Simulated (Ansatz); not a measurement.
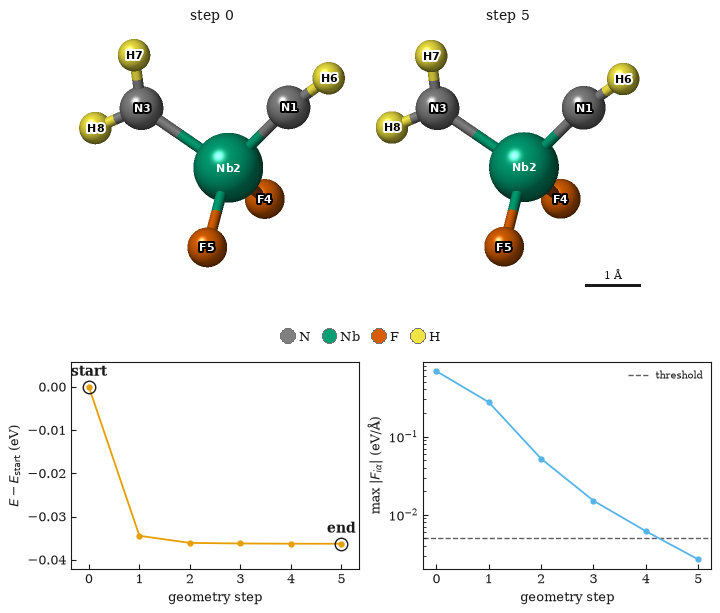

First and last geometry of a relaxation of NbN₂H₃F₂, with the history of the run. The picture is a ball-and-stick view, seen at a tilt.

The start comes from PBE-D4/def2-SVP.

All numbers below come from RKS PBE0-D4/def2-TZVP in Ansatz. Set-up: force threshold 0.005 eV/Å; at most 150 steps.

> What do the curves and the structures tell?

It converged. The atom that moves furthest after the best rigid fit is H6 (0.033 Å). By element the largest moves are H 0.033 Å, F 0.023 Å, N 0.018 Å, Nb 0.012 Å. Some distances before and after: N1–Nb2 1.758 → 1.739 Å, N3–H8 1.028 → 1.012 Å, N1–H6 1.024 → 1.009 Å, Nb2–F4 1.897 → 1.882 Å. Over 5 geometry steps the energy falls by 0.036 eV. Largest force component: 0.69 eV/Å at the start, 0.0027 eV/Å at the end.
